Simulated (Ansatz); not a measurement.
# CH4ClGa (SMILES [CH3][GaH][Cl]) at PBE-QIDH/def2-SVP

Aim: the electronic atomisation energy of CH4ClGa at PBE-QIDH/def2-SVP, from 5 runs. 

The calculation is run with Ansatz 0.2.0.

62 further runs of the same task are left out: 62 set aside as unsound or not needed. Runs told in other sessions of the task aren't counted.

## (1) The molecule

CH4ClGa: 7 atoms, total charge 0, spin state singlet. As SMILES, `[CH3][GaH][Cl]`. The coordinates come from a PBE0-D4/def2-TZVP relaxation.

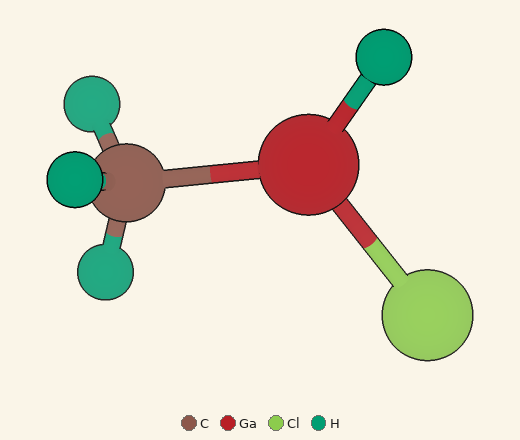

The structure, seen from a chosen angle (carbon brown, gallium red, chlorine green, hydrogen teal).

## (2) A single-point energy at PBE-QIDH/def2-SVP

Contents of job.yaml:

```yaml
crystal:
  periodic: [false, false, false]
  atoms:
    - {symbol: C, position_ang: [-0.730500, 0.588300, -0.200700]}
    - {symbol: Ga, position_ang: [0.846300, -0.538100, 0.035700]}
    - {symbol: Cl, position_ang: [0.865000, -1.794800, 1.792800]}
    - {symbol: H, position_ang: [-0.435900, 1.637200, -0.283800]}
    - {symbol: H, position_ang: [-1.418300, 0.473600, 0.636300]}
    - {symbol: H, position_ang: [-1.245900, 0.318700, -1.126000]}
    - {symbol: H, position_ang: [2.119300, -0.684800, -0.854300]}
basis:
  gaussian:
    orbitals: def2-SVP
hamiltonian:
  xc: {name: PBE-QIDH}
correlation:
  frozen_orbitals: {C: 1, Cl: 5, Ga: 9, H: 0}
accuracy: high
output: {orbitals: {seedname: orbitals}}
```

Command:

```sh
$ ansatz run job.yaml --threads 1 --pin off --max-ram 3480MiB --events-out events.jsonl --progress --plain --runs-dir runs
```

Output:

```text
Warning: RAYON_NUM_THREADS=1 ignored (pool sized by the plan → 1); use --threads N
Functional definition: PBE-QIDH
  name "PBE-QIDH"
  parameter a = 3^(-1/3)
  parameter c = 1/3
  exchange = (1 - a)*pbe_x + a*exact_x
  correlation = (1 - c)*pbe_c + c*(mp2_os + mp2_ss)
1770 factors; integrals over basis functions are off by at most 8.8e-9 eV
mean field evaluation 1: about -65960.7817 eV, gradient 3.0e1 eV
mean field evaluation 2: about -65960.8072 eV, gradient 3.0e1 eV
mean field evaluation 4: about -65963.0486 eV, gradient 2.4e0 eV
mean field evaluation 8: about -65963.0604 eV, gradient 4.7e-2 eV
mean field evaluation 16: about -65963.0604 eV, gradient 3.8e-6 eV
mean field -65963.06042406 eV, -2424.0977592160 hartree, gradient 3.0e-8 eV, S^2 0.000000; 0 other end points of the search recorded, 0 dependent functions left out
15 core orbitals not correlated: weight in the atoms' cores, before any rotation towards them, 1.000 or more for the frozen orbitals, at most 0.000 for the correlated occupied ones
reference -65963.06042508 eV, -2424.0977592535 hartree; 14, 14 occupied and 55, 55 virtual orbitals, 1770 factors
second order -15.14176255 eV of doubles, -0.00000000 eV of singles
Total energy: -65968.10767926 eV, -2424.2832424235 hartree
```

It took 4.8 s on 1 thread of Intel Xeon 6975P-C (Granite Rapids), shared host; peak memory 0.3 GiB.

## (3) The C atom at the same level

Contents of run.yaml:

```yaml
crystal:
  periodic: [false, false, false]
  atoms:
    - {symbol: C, position_ang: [0.000000, 0.000000, 0.000000]}
basis:
  gaussian: {orbitals: def2-SVP}
magnetization: {spin_polarized: true, initial_magnetization: 2}
hamiltonian: {xc: {name: PBE-QIDH}}
correlation: {frozen_orbitals: {C: 1}}
accuracy: high
```

Command:

```sh
$ ansatz run run.yaml --threads 1 --pin off --max-ram 3480MiB --events-out events.jsonl --progress --plain --runs-dir runs
```

Output:

```text
Warning: RAYON_NUM_THREADS=1 ignored (pool sized by the plan → 1); use --threads N
[... 6 set-up lines as earlier in the session ...]
95 factors; integrals over basis functions are off by at most 2.0e-9 eV
mean field evaluation 1: about -1026.5280 eV, gradient 4.4e0 eV
mean field evaluation 2: about -1026.5283 eV, gradient 4.4e0 eV
mean field evaluation 4: about -1026.6707 eV, gradient 1.0e-1 eV
mean field evaluation 8: about -1026.6708 eV, gradient 2.6e-4 eV
mean field -1026.67075698 eV, -37.7294544164 hartree, gradient 6.0e-8 eV, S^2 2.004073; 0 other end points of the search recorded, 0 dependent functions left out
1 core orbitals not correlated: weight in the atoms' cores, before any rotation towards them, 1.000 or more for the frozen orbitals, at most 0.000 for the correlated occupied ones
reference -1026.67075744 eV, -37.7294544336 hartree; 3, 1 occupied and 10, 12 virtual orbitals, 95 factors
second order -1.55993602 eV of doubles, -0.00000000 eV of singles
Total energy: -1027.19073612 eV, -37.7485632974 hartree
```

It took 0.16 s on 1 thread of Intel Xeon 6975P-C (Granite Rapids), shared host.

## (4) The Cl atom at the same level

Contents of run.yaml:

```yaml
crystal:
  periodic: [false, false, false]
  atoms:
    - symbol: Cl
      position_ang: [0.000000, 0.000000, 0.000000]
basis:
  gaussian: {orbitals: def2-SVP}
total_charge: 0
magnetization: {spin_polarized: true, initial_magnetization: 1}
hamiltonian: {xc: {name: PBE-QIDH}}
correlation: {frozen_orbitals: {Cl: 5}}
accuracy: high
```

Command:

```sh
$ ansatz run run.yaml --threads 1 --pin off --max-ram 3480MiB --events-out events.jsonl --progress --plain --runs-dir runs
```

Output:

```text
Warning: RAYON_NUM_THREADS=1 ignored (pool sized by the plan → 1); use --threads N
[... 6 set-up lines as earlier in the session ...]
134 factors; integrals over basis functions are off by at most 2.6e-9 eV
mean field evaluation 1: about -12508.9271 eV, gradient 3.6e0 eV
mean field evaluation 2: about -12508.9290 eV, gradient 3.6e0 eV
mean field evaluation 4: about -12509.0137 eV, gradient 1.5e-1 eV
mean field evaluation 8: about -12509.0140 eV, gradient 9.5e-3 eV
mean field evaluation 16: about -12509.0140 eV, gradient 1.0e-8 eV
mean field -12509.01400411 eV, -459.6977857370 hartree, gradient 2.4e-8 eV, S^2 0.753815; 0 other end points of the search recorded, 0 dependent functions left out
5 core orbitals not correlated: weight in the atoms' cores, before any rotation towards them, 1.000 or more for the frozen orbitals, at most 0.000 for the correlated occupied ones
reference -12509.01400440 eV, -459.6977857475 hartree; 4, 3 occupied and 9, 10 virtual orbitals, 134 factors
second order -3.33557430 eV of doubles, -0.00000000 eV of singles
Total energy: -12510.12586250 eV, -459.7386457790 hartree
```

It took 0.42 s on 1 thread of Intel Xeon 6975P-C (Granite Rapids), shared host.

## (5) The Ga atom, same level

Contents of in.yaml:

```yaml
basis:
  gaussian: {orbitals: def2-SVP}
crystal:
  periodic: [false, false, false]
  atoms:
    - {symbol: Ga, position_ang: [0.000000, 0.000000, 0.000000]}
magnetization: {spin_polarized: true, initial_magnetization: 1}
hamiltonian: {xc: {name: PBE-QIDH}}
correlation: {frozen_orbitals: {Ga: 9}}
accuracy: high
```

Run the same way, it converges to -1923.95752 Eh (log not shown).

## (6) The H atom, same level

Contents of job.yaml:

```yaml
crystal:
  periodic: [false, false, false]
  atoms:
    - {symbol: H, position_ang: [0.000000, 0.000000, 0.000000]}
basis:
  gaussian:
    orbitals: def2-SVP
magnetization:
  spin_polarized: true
  initial_magnetization: 1
hamiltonian:
  xc: {name: PBE-QIDH}
correlation:
  frozen_orbitals: {H: 0}
accuracy: high
```

Command:

```sh
$ ansatz run job.yaml --threads 1 --pin off --max-ram 3480MiB --events-out events.jsonl --progress --plain --runs-dir runs
```

Output:

```text
Warning: RAYON_NUM_THREADS=1 ignored (pool sized by the plan → 1); use --threads N
[... 6 set-up lines as earlier in the session ...]
15 factors; integrals over basis functions are off by at most 8.9e-10 eV
mean field evaluation 1: about -13.6204 eV, gradient 1.2e0 eV
mean field evaluation 2: about -13.6204 eV, gradient 1.2e0 eV
mean field evaluation 4: about -13.6395 eV, gradient 2.9e-4 eV
mean field evaluation 8: about -13.6394 eV, gradient 2.1e-9 eV
mean field -13.63944455 eV, -0.5012403420 hartree, gradient 3.2e-9 eV, S^2 0.750000; 0 other end points of the search recorded, 0 dependent functions left out
reference -13.63944510 eV, -0.5012403623 hartree; 1, 0 occupied and 4, 5 virtual orbitals, 15 factors
second order 0.00000000 eV of doubles, -0.00000000 eV of singles
Total energy: -13.63944510 eV, -0.5012403623 hartree
```

It took 0.08 s on 1 thread of Intel Xeon 6975P-C (Granite Rapids), shared host.

## (7) What came out

Level: PBE-QIDH/def2-SVP, 15 core orbitals frozen.

```
                                     quantity           value
                       molecule: total energy  -2424.28324 Eh
  molecule: HOMO energy (SCF part's orbitals)       -10.08 eV
  molecule: LUMO energy (SCF part's orbitals)         0.33 eV
molecule: HOMO–LUMO gap (SCF part's orbitals)        10.41 eV
                         C atom: total energy    -37.74856 Eh
                                 C atom: ⟨S²⟩           2.004
                        Cl atom: total energy   -459.73865 Eh
                                Cl atom: ⟨S²⟩           0.754
                        Ga atom: total energy  -1923.95752 Eh
                                Ga atom: ⟨S²⟩           0.756
                         H atom: total energy     -0.50124 Eh
                                 H atom: ⟨S²⟩           0.750
                electronic atomisation energy       22.682 eV
```

Taking the molecule apart into free atoms costs 22.68 eV (2188 kJ/mol), before zero-point energy and without spin-orbit coupling.
